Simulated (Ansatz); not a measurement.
The parent structure is CsSnI₃ in the cubic perovskite structure (space group Pm-3m, No. 221; a = 6.225 Å). Axes: x, y, z lie along the cube axes.

Modification: compressive biaxial strain of 1.65 % in the plane normal to [001], as in epitaxy on a mismatched substrate; the out-of-plane cell vector and the atoms relax.

Method: r2SCAN (Ansatz, a first-principles code), without spin-orbit coupling, earlier PAW set.

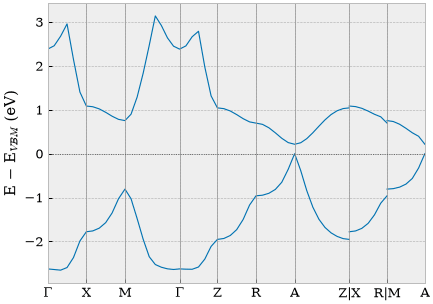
Fig. 1. Highest valence and lowest conduction band along the path of the changed cell's own zone

### Question
Read the changed gap and its character from the plot.

### Answer
About 0.2 eV, direct at A.

Spin-orbit coupling, missing from the scalar runs, can matter with I. Stability against distortions was not tested. Many cubic perovskites are stable only at high temperature; tilts and polar distortions were not tested. Labels are those of the standard path for the cell's own space group.
